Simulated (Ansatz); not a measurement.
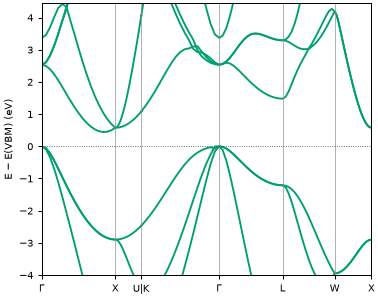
Figure: Band structure from the program Ansatz at the LDA level (PAW)

Question: Read off the gap and where the band edges lie.

Answer: About 0.4 eV (0.44 eV by a search for the band edges); maximum at Γ, minimum on the Γ–X line, 84 % of the way from Γ.

The material is Si (diamond, space group No. 227).

Space group Fd-3m (diamond). The cell was relaxed with LDA under the symmetry of its start.

Potentials: the earlier of the program's two PAW sets. The files were generated under PBE; for other functionals the program regenerates the frozen cores, and for LDA and PBEsol the local potential too.
